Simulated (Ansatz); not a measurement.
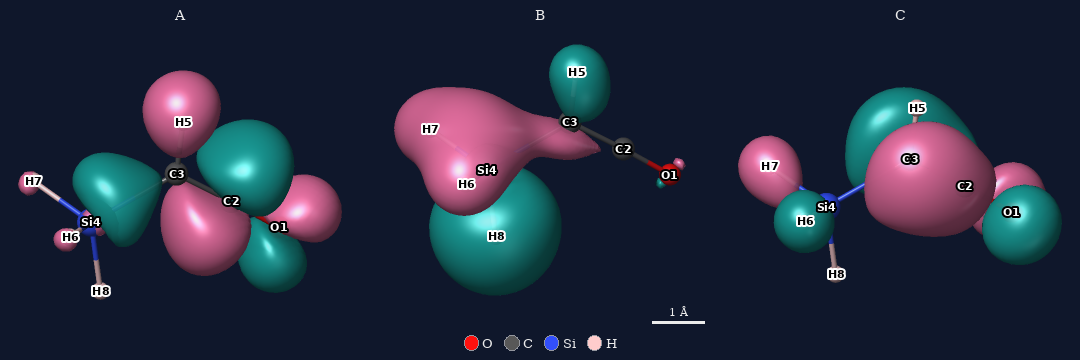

The picture shows: C2H4OSi. Three frontier orbitals at ±0.1 Å⁻³ᐟ² (teal and pink are the two phases), in no order.

Computed with RKS PBE-D4/6-31G* in Ansatz 0.2.0.

```yaml
atoms:
  - { symbol: O, position_ang: [1.3507, -1.4201, 2.0378] }
  - { symbol: C, position_ang: [1.0440, -0.5460, 1.3057] }
  - { symbol: C, position_ang: [0.6593, 0.4109, 0.4769] }
  - { symbol: Si, position_ang: [-0.9764, 0.2877, -0.4085] }
  - { symbol: H, position_ang: [1.3319, 1.2629, 0.3326] }
  - { symbol: H, position_ang: [-1.8646, 1.4499, -0.0691] }
  - { symbol: H, position_ang: [-0.7902, 0.2723, -1.8985] }
  - { symbol: H, position_ang: [-1.6445, -0.9844, 0.0171] }
```

> Which picture is the HOMO−1, the HOMO and the LUMO?

B is the HOMO−1 (−8.43 eV). Its weight (Hirshfeld) is mainly on Si4 (about 40 %), H8 (about 40 %), H6 (about 5 %) and H7 (about 5 %). C is the HOMO (−5.78 eV). Its weight (Hirshfeld) is mainly on C3 (about 45 %), O1 (about 20 %) and C2 (about 15 %). A is the LUMO (−1.96 eV). Its weight (Hirshfeld) is mainly on C2 (about 40 %), O1 (about 30 %), C3 (about 10 %), Si4 (about 10 %) and H5 (about 5 %); π-antibonding (π*) across C2–O1.

> What is the HOMO–LUMO gap?

3.82 eV between the orbital energies.
